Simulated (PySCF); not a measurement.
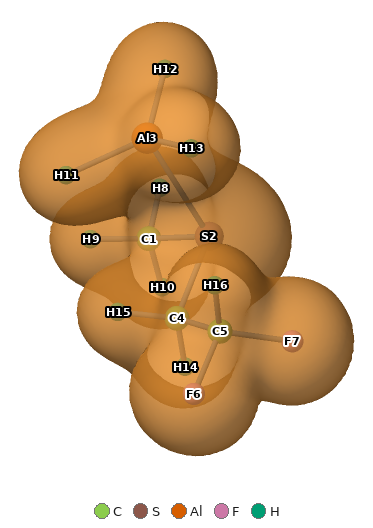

The picture shows: C3H9AlF2S. Isosurface of the total electron density at 0.1 e/Å³ (orange), seen at an oblique angle.

Geometry: PBE0-D3(BJ)/def2-SVP.

Level of theory: PBE0/pcSseg-1, SCF density, gas phase, non-relativistic (PySCF).

| atom | x (Å) | y (Å) | z (Å) |
| --- | --- | --- | --- |
| C | -1.1910 | 1.8103 | -0.1241 |
| S | -0.1411 | 0.6474 | 0.7717 |
| Al | -1.6190 | -1.3409 | 0.7631 |
| C | 1.0181 | 0.2020 | -0.5506 |
| C | 2.0623 | -0.7818 | -0.0657 |
| F | 2.8986 | -1.0362 | -1.0934 |
| F | 2.7789 | -0.2354 | 0.9370 |
| H | -2.0030 | 2.0856 | 0.5620 |
| H | -1.6142 | 1.3330 | -1.0191 |
| H | -0.6108 | 2.7053 | -0.3867 |
| H | -1.8920 | -1.3034 | -0.8235 |
| H | -2.7631 | -0.7990 | 1.7404 |
| H | -0.5676 | -2.4318 | 1.2857 |
| H | 1.5352 | 1.1142 | -0.8858 |
| H | 0.4592 | -0.2408 | -1.3893 |
| H | 1.6298 | -1.7331 | 0.2894 |

Q: What does this surface tell about the bonding?

A: At this value the surface is in one piece. It bridges the sampled C–F (1.35 Å), C–C (1.51 Å), C–S (1.80 Å) and Al–S (2.48 Å) contacts, where the density stays above the isovalue. On the grid the lowest density along these lines, outside the cores, is 1.8 e/Å³ (C–F, 1.35 Å), 1.8 e/Å³ (C–C, 1.51 Å), 1.3 e/Å³ (C–S, 1.80 Å) and 0.25 e/Å³ (Al–S, 2.48 Å).
